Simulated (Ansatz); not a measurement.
A series of calculations on CH₆FPSeSi

Part 1: Relaxation

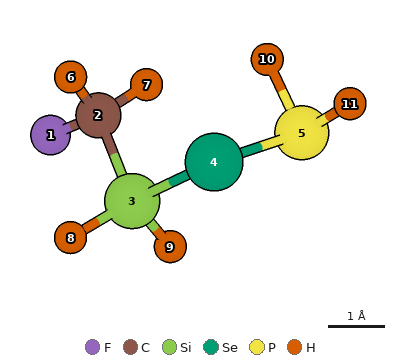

This is the input geometry for a relaxation of CH₆FPSeSi. Style: ball-and-stick. Shown at a tilt.

The run prepares an end point of a later path (hydrogen shift) calculation, from a guessed geometry.

These are results of Ansatz, RKS PBE-D4/def2-SVP, not measurements.

The input:
```yaml
crystal:
  periodic: [false, false, false]
  atoms:
    - { symbol: F, position_ang: [-1.4719, 2.2801, 0.1367] }
    - { symbol: C, position_ang: [-0.5539, 1.3875, 0.4295] }
    - { symbol: Si, position_ang: [-1.2344, -0.3202, 0.0553] }
    - { symbol: Se, position_ang: [0.4186, -1.8761, 0.6725] }
    - { symbol: P, position_ang: [1.6941, -1.3035, -1.0933] }
    - { symbol: H, position_ang: [-0.2893, 1.4823, 1.5045] }
    - { symbol: H, position_ang: [0.3795, 1.585, -0.1801] }
    - { symbol: H, position_ang: [-2.3951, -0.522, 0.8348] }
    - { symbol: H, position_ang: [-1.4956, -0.4288, -1.3233] }
    - { symbol: H, position_ang: [2.2596, -0.1498, -0.3601] }
    - { symbol: H, position_ang: [2.7538, -2.1916, -0.656] }
basis:
  gaussian: { orbitals: def2-SVP }
hamiltonian:
  xc: pbe
  dispersion: d4
relax:
  f_tol: 0.02
  max_steps: 50
```

Run as
```bash
ansatz run input.yaml --threads 2 --pin off --max-ram 3072MiB --backend cpu --events-out ev --progress --plain --runs-dir out
```

### What does the optimiser find from here?

The largest move after the best rigid fit is that of H10, 1.18 Å. By element the largest moves are H 1.18 Å, P 0.48 Å, F 0.32 Å, Se 0.21 Å, C 0.19 Å, Si 0.06 Å. Some distances before and after: Si3–H8 1.413 → 1.503 Å, F1–C2 1.313 → 1.395 Å, Se4–P5 2.252 → 2.313 Å, Si3–Se4 2.352 → 2.306 Å. Bond angles that change, for instance: Se4–P5–H11 91.2° → 96.4°, Se4–P5–H10 91.5° → 95.8°, Se4–Si3–H8 109.8° → 105.5°. Groups turn about Se4–P5 by about 55°. The energy falls by 0.508 eV in 14 accepted moves (15 points after the start). Largest force component: 2.5 eV/Å at the start, 0.0079 eV/Å at the end. The line search rejected the trial step at point 11 of the run.

Final geometry:

```xyz
11

F    -1.7357    2.3453   -0.0243
C    -0.7003    1.5114    0.3996
Si   -1.2018   -0.3094    0.1029
Se    0.4923   -1.7191    0.7824
P     1.9529   -0.9822   -0.8523
H    -0.4945    1.6854    1.4804
H     0.2303    1.7562   -0.1624
H    -2.3867   -0.6644    0.9561
H    -1.5338   -0.5053   -1.3497
H     3.1033   -0.8862    0.0114
H     2.3395   -2.2888   -1.3235
```

The end point in the same view:

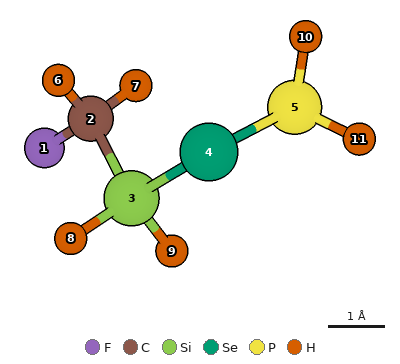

Part 2: Relaxation

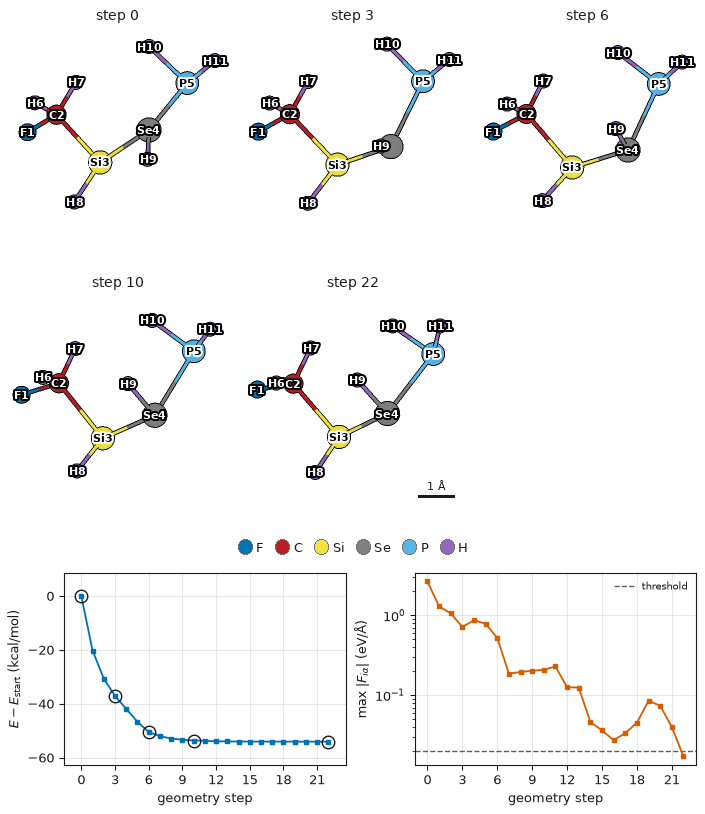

Frames of a relaxation of CH₆FPSeSi, marked on the history of the run. The picture is a ball-and-stick view, seen at a tilt.

The run prepares an end point of a later path (hydrogen shift) calculation, from a guessed geometry.

These are results of Ansatz, RKS PBE-D4/def2-SVP, not measurements.

Input
```yaml
crystal:
  periodic: [false, false, false]
  atoms:
    - { symbol: F, position_ang: [-1.4719, 2.2801, 0.1367] }
    - { symbol: C, position_ang: [-0.5539, 1.3875, 0.4295] }
    - { symbol: Si, position_ang: [-1.2344, -0.3202, 0.0553] }
    - { symbol: Se, position_ang: [0.4186, -1.8761, 0.6725] }
    - { symbol: P, position_ang: [1.6941, -1.3035, -1.0933] }
    - { symbol: H, position_ang: [-0.2893, 1.4823, 1.5045] }
    - { symbol: H, position_ang: [0.3795, 1.585, -0.1801] }
    - { symbol: H, position_ang: [-2.3951, -0.522, 0.8348] }
    - { symbol: H, position_ang: [-0.08253, -2.89142, 1.70153] }
    - { symbol: H, position_ang: [2.2596, -0.1498, -0.3601] }
    - { symbol: H, position_ang: [2.7538, -2.1916, -0.656] }
basis:
  gaussian: { orbitals: def2-SVP }
hamiltonian:
  xc: pbe
  dispersion: d4
relax:
  f_tol: 0.02
  max_steps: 50
```

Launched with:
```bash
ansatz run input.yaml --threads 2 --pin off --max-ram 3072MiB --backend cpu --events-out ev --progress --plain --runs-dir out
```

Q: What happens along the run?

A: After 22 geometry steps the energy has fallen by 54.0 kcal/mol. The largest force component goes from 2.7 to 0.017 eV/Å. H9 moves most after the best rigid fit: 1.63 Å. Largest moves by element: H 1.63 Å, Si 0.58 Å, Se 0.53 Å, P 0.38 Å, F 0.36 Å, C 0.25 Å. Among the contacts that change: Si3–H8 1.413 → 1.546 Å, Si3–Se4 2.352 → 2.477 Å, C2–Si3 1.876 → 1.977 Å, Se4–P5 2.252 → 2.341 Å. Among the angles between lasting bonds that change: P5–Se4–H9 151.8° → 96.4°, Se4–Si3–H8 109.8° → 84.2°, C2–Si3–Se4 107.1° → 92.5°. From step 0 to 3: Se4 moves most (0.52 Å), energy −37.1 kcal/mol. From step 3 to 6: H9 moves most (0.58 Å), energy −13.4 kcal/mol. From step 6 to 10: H9 moves most (0.77 Å), energy −3.21 kcal/mol. From step 10 to 22: H10 moves most (0.36 Å), energy −0.41 kcal/mol.

```json
{"step": "0", "E − E(0), kcal/mol": "0.00", "largest force component, eV/Å": "2.6684"}
{"step": "1", "E − E(0), kcal/mol": "-20.22", "largest force component, eV/Å": "1.2972"}
{"step": "2", "E − E(0), kcal/mol": "-30.62", "largest force component, eV/Å": "1.0641"}
{"step": "3", "E − E(0), kcal/mol": "-37.07", "largest force component, eV/Å": "0.7182"}
{"step": "4", "E − E(0), kcal/mol": "-41.87", "largest force component, eV/Å": "0.8726"}
{"step": "5", "E − E(0), kcal/mol": "-46.67", "largest force component, eV/Å": "0.7878"}
{"step": "6", "E − E(0), kcal/mol": "-50.43", "largest force component, eV/Å": "0.5215"}
{"step": "7", "E − E(0), kcal/mol": "-52.01", "largest force component, eV/Å": "0.1869"}
{"step": "8", "E − E(0), kcal/mol": "-52.87", "largest force component, eV/Å": "0.1955"}
{"step": "9", "E − E(0), kcal/mol": "-53.33", "largest force component, eV/Å": "0.2028"}
{"step": "10", "E − E(0), kcal/mol": "-53.64", "largest force component, eV/Å": "0.2082"}
{"step": "11", "E − E(0), kcal/mol": "-53.72", "largest force component, eV/Å": "0.2298"}
{"step": "12", "E − E(0), kcal/mol": "-53.90", "largest force component, eV/Å": "0.1258"}
{"step": "13", "E − E(0), kcal/mol": "-53.94", "largest force component, eV/Å": "0.1250"}
{"step": "14", "E − E(0), kcal/mol": "-54.00", "largest force component, eV/Å": "0.0462"}
{"step": "15", "E − E(0), kcal/mol": "-54.01", "largest force component, eV/Å": "0.0362"}
{"step": "16", "E − E(0), kcal/mol": "-54.01", "largest force component, eV/Å": "0.0273"}
{"step": "17", "E − E(0), kcal/mol": "-54.02", "largest force component, eV/Å": "0.0335"}
{"step": "18", "E − E(0), kcal/mol": "-54.03", "largest force component, eV/Å": "0.0453"}
{"step": "19", "E − E(0), kcal/mol": "-54.03", "largest force component, eV/Å": "0.0849"}
{"step": "20", "E − E(0), kcal/mol": "-54.04", "largest force component, eV/Å": "0.0740"}
{"step": "21", "E − E(0), kcal/mol": "-54.04", "largest force component, eV/Å": "0.0399"}
{"step": "22", "E − E(0), kcal/mol": "-54.04", "largest force component, eV/Å": "0.0172"}
```

Part 3: Path

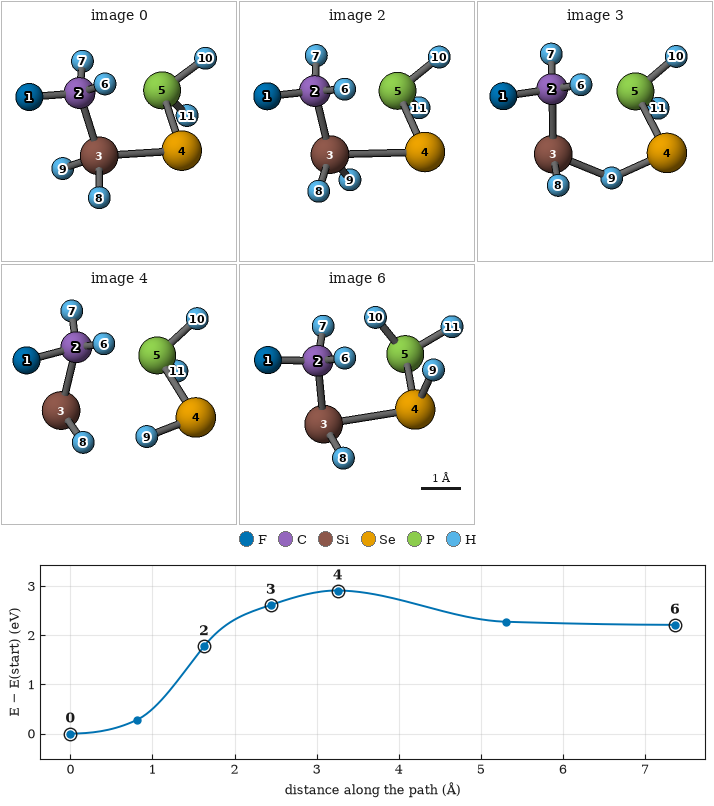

NEB run on CH6FPSeSi. Images are numbered from 0 (start) to 6 (end). A ball-and-stick model, seen from a free direction.

Computed with RKS PBE-D4/def2-SVP in Ansatz. Set-up: 5 movable images; climbing image; force threshold 0.05 eV/Å; iteration limit 60; starting path through a guess of the saddle point.

Read off the barrier and say what moves.

Answer. A hydrogen atom shifts from one atom to another. Breaking: Si3–H9 (1.50 → 2.36 at the top → 3.26 Å). Forming: Se4–H9 (3.18 → 1.50 at the top → 1.51 Å). The highest point, image 4, lies 2.91 eV above the start and 0.70 eV above the end; the end is at +2.21 eV relative to the start. The band converged in 53 iterations. The largest component of the band force went from 160 to 0.04 eV/Å. The climbing image converged on the top of the path. Its vibrational analysis gives 2 imaginary modes over 30i cm⁻¹, so it isn't confirmed as a transition state.

The run took 8.3 min on 2 threads of Intel(R) Xeon(R) Platinum 8375C CPU @ 2.90GHz (Ice Lake), on a shared host, peak memory 0.2 GiB.
